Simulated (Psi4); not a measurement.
## Run report: C2H4GaN, excited-state calculation

System: C2H4GaN, SMILES N=C=[CH][GaH2].
Method: TDDFT (PBE)/def2-SV(P), RKS (Psi4 1.11).

The geometry comes from this level: PBE0-D4/def2-TZVP.

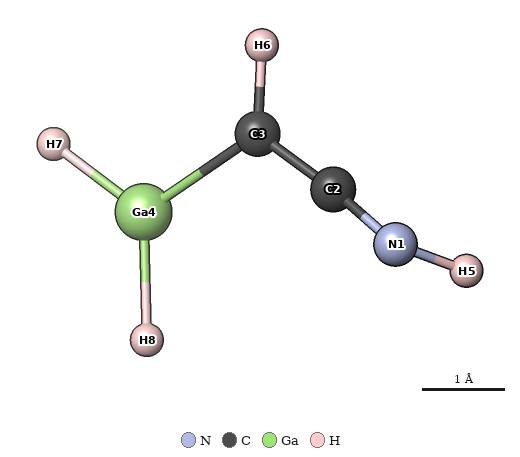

*The structure (ball-and-stick view, seen at a tilt; atoms are numbered from 1 in the order of the input). Sticks mark near contacts.*

Bond lengths as drawn: C–C 1.31 Å, C–Ga 1.93 Å, C–H 1.08 Å, C–N 1.21 Å, Ga–H 1.56 Å and H–N 1.01 Å.

### The input (job.in)
```python
memory 1600 mb

molecule {
  N      0.336900     2.061700    -0.854600
  C      0.365600     1.114900    -0.096000
  C      0.472300     0.025700     0.622800
  Ga    -0.381300    -1.593600     0.007200
  H     -0.411400     2.740600    -0.770200
  H      1.040500     0.073900     1.545200
  H     -0.231900    -2.886400     0.876300
  H     -1.190600    -1.536800    -1.330700
  units angstrom
  symmetry c1
}

set {
  basis def2-SV(P)
  puream true
  scf_type pk
  dft_radial_points 99
  dft_spherical_points 590
  save_jk true
}

from psi4.driver.procrouting.response.scf_response import tdscf_excitations
energy_value, wavefunction = energy('pbe', return_wfn=True)
states = tdscf_excitations(wavefunction, states=4, tda=False)
print_variables()
```

Command:
```bash
psi4 -i job.in -o job.out -n 1
```

### What the program printed
```
Psi4 1.11 release

   => Loading Basis Set <=

    Name: DEF2-SV(P)
    Role: ORBITAL
    Keyword: BASIS

         ---------------------------------------------------------
                                   SCF
                              RKS Reference
                        1 Threads,   1525 MiB Core
         ---------------------------------------------------------

  ==> Geometry <==

    Molecular point group: c1
    Full point group: C1

    Geometry (in Angstrom), charge = 0, multiplicity = 1:

       Center              X                  Y                   Z               Mass
    ------------   -----------------  -----------------  -----------------  -----------------
         N            0.447827358804     2.682678522914    -0.811106340237    14.003074004430
         C            0.476527358804     1.735878522914    -0.052506340237    12.000000000000
         C            0.583227358804     0.646678522914     0.666293659763    12.000000000000
         GA          -0.270372641196    -0.972621477086     0.050693659763    68.925573500000
         H           -0.300472641196     3.361578522914    -0.726706340237     1.007825032230
         H            1.151427358804     0.694878522914     1.588693659763     1.007825032230
         H           -0.120972641196    -2.265421477086     0.919793659763     1.007825032230
         H           -1.079672641196    -0.915821477086    -1.287206340237     1.007825032230

  Running in c1 symmetry.

  Rotational constants: A =      0.77723  B =      0.06976  C =      0.06434 [cm^-1]
  Rotational constants: A =  23300.87935  B =   2091.27783  C =   1929.00931 [MHz]
  Nuclear repulsion =  206.759086002099480

  Charge       = 0
  Multiplicity = 1
  Electrons    = 54
  Nalpha       = 27
  Nbeta        = 27

  ==> Algorithm <==

  SCF Algorithm Type is PK.
  DIIS enabled.
  MOM disabled.
  Fractional occupation disabled.
  Guess Type is SAD.
  Energy threshold   = 1.00e-06
  Density threshold  = 1.00e-06
  Integral threshold = 1.00e-12

  ==> Primary Basis <==

  Basis Set: DEF2-SV(P)
    Blend: DEF2-SV(P)
    Number of shells: 38
    Number of basis functions: 82
    Number of Cartesian functions: 88
    Spherical Harmonics?: true
    Max angular momentum: 2

  ==> DFT Potential <==

   => LibXC <=

    Version 7.1.2

   => Composite Functional: PBE <=

    PBE GGA Exchange-Correlation Functional

    Deriv               =              1
    GGA                 =           TRUE
    Meta                =          FALSE

    Exchange Hybrid     =          FALSE
    MP2 Hybrid          =          FALSE

   => Exchange Functionals <=

    1.0000     XC_GGA_X_PBE

   => Correlation Functionals <=

    1.0000     XC_GGA_C_PBE

   => LibXC Density Thresholds  <==

    XC_GGA_C_PBE:  1.00E-12
    XC_GGA_X_PBE:  1.00E-15

   => Molecular Quadrature <=

    Radial Scheme          =       TREUTLER
    Pruning Scheme         =           NONE
    Nuclear Scheme         =       TREUTLER

    Blocking Scheme        =         OCTREE
    BS radius alpha        =              1
    Pruning alpha          =              1
    Radial Points          =             99
    Spherical Points       =            590
    Total Points           =         445455
    Total Blocks           =           3172
    Max Points             =            256
    Max Functions          =             80
    Weights Tolerance      =       1.00E-15

  ==> Integral Setup <==

  Using in-core PK algorithm.
   Calculation information:
      Number of atoms:                   8
      Number of AO shells:              38
      Number of primitives:             82
      Number of atomic orbitals:        88
      Number of basis functions:        82

      Integral cutoff                 1.00e-12
      Number of threads:                 1

  Performing in-core PK
  Using 11583812 doubles for integral storage.
  We computed 244418 shell quartets total.
  Whereas there are 274911 unique shell quartets.

  ==> DiskJK: Disk-Based J/K Matrices <==

    J tasked:                  Yes
    K tasked:                   No
    wK tasked:                  No
    Memory [MiB]:              344
    Schwarz Cutoff:          1E-12

  Cached 50.0% of DFT collocation blocks in 0.399 [GiB].

  Minimum eigenvalue in the overlap matrix is 8.1062980415E-04.
  Reciprocal condition number of the overlap matrix is 1.6454096304E-04.
    Using symmetric orthogonalization.

  ==> Pre-Iterations <==

  SCF Guess: Superposition of Atomic Densities via on-the-fly atomic UHF (no occupation information).

   -------------------------
    Irrep   Nso     Nmo
   -------------------------
     A         82      82
   -------------------------
    Total      82      82
   -------------------------

  ==> Iterations <==

                        Total Energy        Delta E     RMS |[F,P]|

   @RKS iter SAD: -2054.03818054470275   -2.05404e+03   0.00000e+00
   @RKS iter   1: -2055.25157180092037   -1.21339e+00   3.21303e-02 ADIIS/DIIS
   @RKS iter   2: -2002.05517177099978    5.31964e+01   9.53760e-02 ADIIS/DIIS
   @RKS iter   3: -2054.80525925626716   -5.27501e+01   4.00707e-02 ADIIS/DIIS
   @RKS iter   4: -2056.97523326765804   -2.16997e+00   9.58499e-03 ADIIS/DIIS
   @RKS iter   5: -2057.06488882158646   -8.96556e-02   9.02883e-03 ADIIS/DIIS
   @RKS iter   6: -2057.28243692958949   -2.17548e-01   4.03352e-03 ADIIS/DIIS
   @RKS iter   7: -2057.34488051479366   -6.24436e-02   1.23755e-03 ADIIS/DIIS
   @RKS iter   8: -2057.34904158757990   -4.16107e-03   6.39609e-04 ADIIS/DIIS
   @RKS iter   9: -2057.35040179345742   -1.36021e-03   1.21670e-04 ADIIS/DIIS
   @RKS iter  10: -2057.35045388336266   -5.20899e-05   1.44997e-05 DIIS
   @RKS iter  11: -2057.35045466944894   -7.86086e-07   2.88677e-06 DIIS
   @RKS iter  12: -2057.35045471563217   -4.61832e-08   3.71920e-07 DIIS
  Energy and wave function converged.

  ==> Post-Iterations <==

   Electrons on quadrature grid:
      Ntotal   =   53.9999998390 ; deviation = -1.610e-07

    Orbital Energies [Eh]
    ---------------------

    Doubly Occupied:

       1A   -370.895534     2A    -45.316740     3A    -40.174311
       4A    -40.170429     5A    -40.170290     6A    -14.010352
       7A     -9.967967     8A     -9.891801     9A     -5.263628
      10A     -3.598279    11A     -3.587285    12A     -3.586886
      13A     -0.851981    14A     -0.733156    15A     -0.726033
      16A     -0.725439    17A     -0.725322    18A     -0.722332
      19A     -0.667965    20A     -0.522304    21A     -0.430337
      22A     -0.413785    23A     -0.343695    24A     -0.332208
      25A     -0.264336    26A     -0.260719    27A     -0.216249

    Virtual:

      28A     -0.079697    29A     -0.036158    30A      0.009719
      31A      0.025007    32A      0.044196    33A      0.066190
      34A      0.091765    35A      0.107165    36A      0.122462
      37A      0.201025    38A      0.241689    39A      0.254446
      40A      0.289088    41A      0.315170    42A      0.344497
      43A      0.383442    44A      0.435634    45A      0.446625
      46A      0.482098    47A      0.488758    48A      0.524041
      49A      0.547461    50A      0.577896    51A      0.583353
      52A      0.601450    53A      0.644312    54A      0.709999
      55A      0.725264    56A      0.757679    57A      0.830711
      58A      0.852369    59A      0.874298    60A      0.909156
      61A      0.976941    62A      1.108513    63A      1.418909
      64A      1.475713    65A      1.556837    66A      1.571217
      67A      1.768235    68A      1.867436    69A      1.959985
      70A      1.993785    71A      2.028277    72A      2.060165
      73A      2.075338    74A      2.111622    75A      2.151407
      76A      2.192815    77A      2.287531    78A      2.383349
      79A      2.799221    80A      2.902848    81A      2.920316
      82A      3.348750

    Final Occupation by Irrep:
              A
    DOCC [    27 ]
    NA   [    27 ]
    NB   [    27 ]

  @RKS Final Energy: -2057.35045471563217

   => Energetics <=

    Nuclear Repulsion Energy =            206.7590860020994796
    One-Electron Energy =               -3273.2275986090699007
    Two-Electron Energy =                1102.8406333024877313
    DFT Exchange-Correlation Energy =     -93.7225754111495775
    Empirical Dispersion Energy =           0.0000000000000000
    VV10 Nonlocal Energy =                  0.0000000000000000
    Total Energy =                      -2057.3504547156321678

Computation Completed

Properties will be evaluated at   0.000000,   0.000000,   0.000000 [a0]

Properties computed using the SCF density matrix

 Multipole Moments:

 ------------------------------------------------------------------------------------
     Multipole            Electronic (a.u.)      Nuclear  (a.u.)        Total (a.u.)
 ------------------------------------------------------------------------------------

 L = 1.  Multiply by 2.5417464519 to convert [e a0] to [Debye]
 Dipole X            :         -1.7606669            1.4401175           -0.3205494
 Dipole Y            :         -6.7106580            7.1772559            0.4665979
 Dipole Z            :          0.1885317            0.1342795            0.3228112
 Magnitude           :                                                    0.6516691

 ------------------------------------------------------------------------------------

	total time  =          8 seconds =       0.13 minutes

******************************************************************************************
**********                               WARNING                                **********
**********       The names of excited state variables changed between 1.5       **********
**********     and 1.6. For a quick solution, remove the symmetry specifier     **********
**********   from the variable name. For full details, see 'Notes on Psivars'   **********
**********                        in the documentation.                         **********
******************************************************************************************

         ---------------------------------------------------------
                         TDSCF excitation energies
         ---------------------------------------------------------

  ==> Options <==

     Residual threshold  : 1.0000e-04
     Initial guess       : denominators
     Reference           : RHF
     Solver type         : RPA (Hamiltonian)

  ==> Requested Excitations <==

      4 singlet states with A symmetry

  ==> Seeking the lowest 4 singlet states with A symmetry

                        Generalized Hamiltonian Solver

  ==> Options <==

    Max number of iterations        = 60
    Eigenvector tolerance           = 1.0000e-04
    Max number of expansion vectors = 800

  => Iterations <=
                              Max[D[value]]     Max[|R|]   # vectors
  HamiltonianSolver iter   1:   1.90277e-01  1.31874e-01     16
  HamiltonianSolver iter   2:   6.34817e-03  5.29405e-02     20
  HamiltonianSolver iter   3:   6.36764e-04  1.91936e-02     28
  HamiltonianSolver iter   4:   6.93077e-05  4.86047e-03     36
  HamiltonianSolver iter   5:   3.40576e-06  1.22094e-03     44
  HamiltonianSolver iter   6:   1.83750e-07  3.12359e-04     52
  HamiltonianSolver iter   7:   1.09815e-08  1.09408e-04     60
  HamiltonianSolver iter   8:   5.81188e-10  7.76176e-05     62      Converged

******************************************************************************************
**********                               WARNING                                **********
**********  Length-gauge rotatory strengths are **NOT** gauge-origin invariant  **********
******************************************************************************************

                                    Excitation Energy         Total Energy        Oscillator Strength             Rotatory Strength
     #   Sym: GS->ES (Trans)        au              eV              au          au (length)    au (velocity)    au (length)    au (velocity)
    ---- -------------------- --------------- --------------- --------------- --------------- --------------- --------------- ---------------
     1        A->A (1 A)       0.15798         4.29893        -2057.19247      0.1214          0.1066          0.0036          0.0058
     2        A->A (1 A)       0.18329         4.98748        -2057.16717      0.0049          0.0029          0.0261          0.0336
     3        A->A (1 A)       0.18734         5.09789        -2057.16311      0.0013          0.0031         -0.0134         -0.0258
     4        A->A (1 A)       0.18967         5.16107        -2057.16079      0.0000          0.0000         -0.0007          0.0061

Contributing excitations and de-excitations
Only contributions with abs(coeff) > 1.00e-01 will be printed:

Excited State    1 (1 A):   0.15798 au   288.41 nm f = 0.1214
  Sums of squares: Xssq =  1.008827e+00; Yssq =  8.827127e-03; Xssq - Yssq =  1.000000e+00
     26a  ->  29a     0.217070 ( 4.712%)
     27a  ->  28a    -0.970359 (94.160%)

Excited State    2 (1 A):   0.18329 au   248.59 nm f = 0.0049
  Sums of squares: Xssq =  1.000224e+00; Yssq =  2.239950e-04; Xssq - Yssq =  1.000000e+00
     25a  ->  28a    -0.102798 ( 1.057%)
     26a  ->  28a     0.884107 (78.164%)
     27a  ->  29a    -0.453907 (20.603%)

Excited State    3 (1 A):   0.18734 au   243.21 nm f = 0.0013
  Sums of squares: Xssq =  1.000841e+00; Yssq =  8.410728e-04; Xssq - Yssq =  1.000000e+00
     25a  ->  28a     0.144423 ( 2.086%)
     26a  ->  28a     0.464221 (21.550%)
     27a  ->  29a     0.871835 (76.010%)

Excited State    4 (1 A):   0.18967 au   240.23 nm f = 0.0000
  Sums of squares: Xssq =  1.000390e+00; Yssq =  3.900547e-04; Xssq - Yssq =  1.000000e+00
     25a  ->  28a     0.983645 (96.756%)
     27a  ->  29a    -0.175283 ( 3.072%)

******************************************************************************************
**********                               WARNING                                **********
**********       The names of excited state variables changed between 1.5       **********
**********     and 1.6. For a quick solution, remove the symmetry specifier     **********
**********   from the variable name. For full details, see 'Notes on Psivars'   **********
**********                        in the documentation.                         **********
******************************************************************************************

  Variable Map:
  ----------------------------------------------------------------------------
  "CURRENT ENERGY"              =>   -2057.350454715632
  "CURRENT REFERENCE ENERGY"    =>   -2057.350454715632
  "DD SOLVATION ENERGY"         =>       0.000000000000
  "DFT FUNCTIONAL TOTAL ENERGY" =>   -2057.350454715632
  "DFT TOTAL ENERGY"            =>   -2057.350454715632
  "DFT VV10 ENERGY"             =>       0.000000000000
  "DFT XC ENERGY"               =>     -93.722575411150
  "GRID ELECTRONS ALPHA"        =>      26.999999919518
  "GRID ELECTRONS BETA"         =>      26.999999919518
  "GRID ELECTRONS TOTAL"        =>      53.999999839037
  "NUCLEAR REPULSION ENERGY"    =>     206.759086002099
  "ONE-ELECTRON ENERGY"         =>   -3273.227598609070
  "PCM POLARIZATION ENERGY"     =>       0.000000000000
  "PE ENERGY"                   =>       0.000000000000
  "SCF ITERATION ENERGY"        =>   -2057.350454715632
  "SCF ITERATIONS"              =>      12.000000000000
  "SCF TOTAL ENERGY"            =>   -2057.350454715632
  "TWO-ELECTRON ENERGY"         =>    1102.840633302488
  "XC GRID RADIAL POINTS"       =>      99.000000000000
  "XC GRID SPHERICAL POINTS"    =>     590.000000000000
  "XC GRID TOTAL POINTS"        =>  445455.000000000000

  Array Variable Map:
  ----------------------------------------------------------------------------
  "CURRENT DIPOLE"              =>      -0.320549396358 ... 0.322811193209 1 by 3
  "SCF DIPOLE"                  =>      -0.320549396358 ... 0.322811193209 1 by 3
  "SCF TOTAL ENERGIES"          =>   -2054.038180544703 ... -2057.350454715632 1 by 13

    Psi4 run time: 0:00:35.29
```

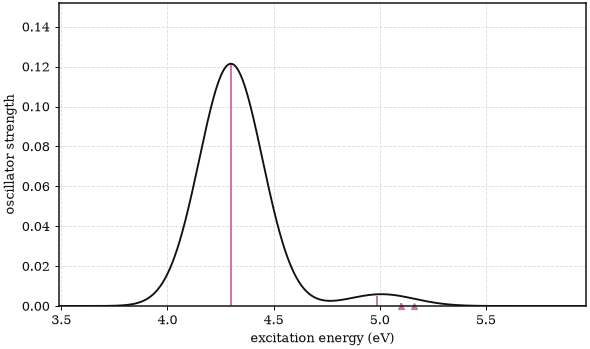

*Computed excitations as sticks (degenerate states added up, dark ones marked on the axis), with a Gaussian envelope of 0.35 eV full width at half maximum, scaled to the tallest.*

Of the 4 states the lowest lies at 4.30 eV (f = 0.121); the strongest line is at 4.30 eV, or 288 nm (f = 0.121).

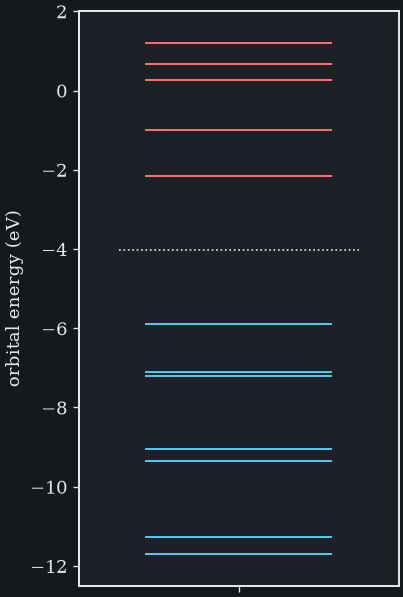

*Orbital energies near the frontier; the dotted line parts filled from empty levels, and levels within 0.02 eV of each other stand side by side.*

Highest filled −5.88 eV, lowest empty −2.17 eV, 3.71 eV apart.

### Summary

| quantity | value |
| --- | --- |
| outcome | converged |
| total energy | −2057.350455 hartree |
| basis functions | 82 |
| HOMO | −5.88 eV |
| LUMO | −2.17 eV |
| dipole moment | 1.66 D |
| lowest excitation | 4.30 eV |
| hardware | 1 thread of AMD EPYC (Zen 5), 16 GiB of memory available, shared host |
| wall time | 36 s |
| peak memory | 0.75 GiB |
